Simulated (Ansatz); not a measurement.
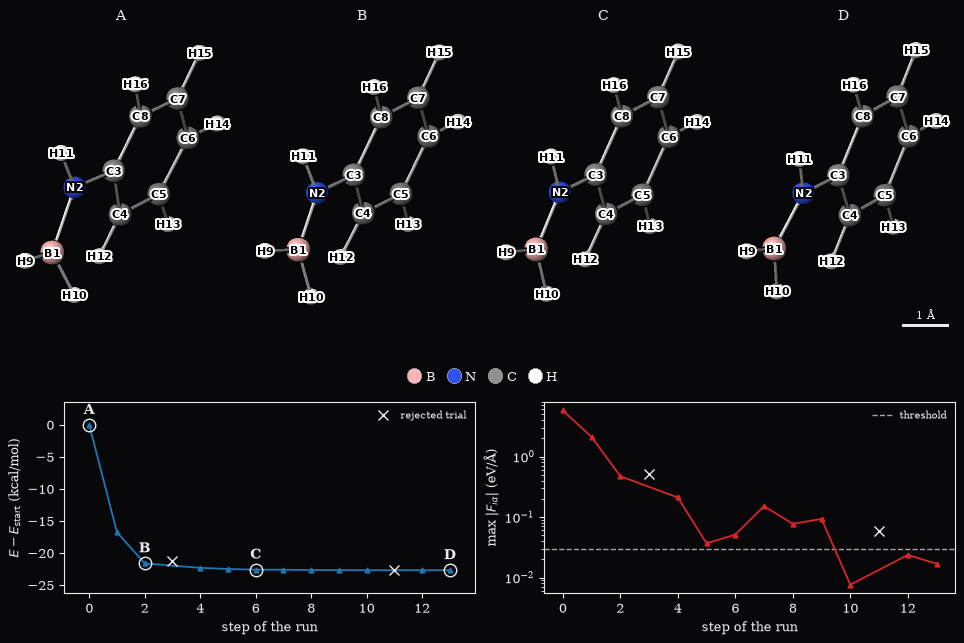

Frames of a relaxation of C6H8BN (coarse preliminary run), marked on the history of the run. Style: ball-and-stick. Shown from a free direction.

The start comes from a force field.

All numbers below come from RKS PBE-D4/def2-SVP in Ansatz. (force threshold 0.03 eV/Å; at most 200 steps)

Describe the path.

Answer. After 11 accepted moves (13 points after the start) the energy has fallen by 22.6 kcal/mol. The largest force component goes from 5.8 to 0.017 eV/Å. The line search rejected the trial steps at points 3, 11 of the run. The forces were under the threshold at step 10, but the run went on from there. The atom that moves furthest after the best rigid fit is H10 (0.52 Å). By element the largest moves are H 0.52 Å, N 0.19 Å, C 0.16 Å, B 0.10 Å. Near-neighbour distances that change, for instance: B1–N2 1.562 → 1.407 Å, C3–C8 1.333 → 1.411 Å, C4–H12 1.024 → 1.098 Å, N2–C3 1.469 → 1.414 Å. Among the angles between lasting bonds that change: C3–N2–H11 118.6° → 111.7°, C3–C4–C5 114.1° → 120.1°, C3–C4–H12 125.2° → 119.6°. The run took 26 s on 4 threads of Arm Neoverse V2, on a shared host. From step 0 to 2: H9 moves most (0.22 Å), energy −21.6 kcal/mol. From step 2 to 6: H10 moves most (0.27 Å), energy −0.98 kcal/mol. From step 6 to 13: H10 moves most (0.27 Å), energy −0.09 kcal/mol.

```tsv
step	E − E(0), kcal/mol	largest force component, eV/Å	note
0	0.00	5.7808	
1	-16.75	2.1078	
2	-21.59	0.4736	
3	-21.14	0.5234	rejected
4	-22.28	0.2109	
5	-22.46	0.0368	
6	-22.56	0.0515	
7	-22.57	0.1519	
8	-22.62	0.0772	
9	-22.64	0.0932	
10	-22.65	0.0076	
11	-22.64	0.0592	rejected
12	-22.65	0.0237	
13	-22.65	0.0169
```
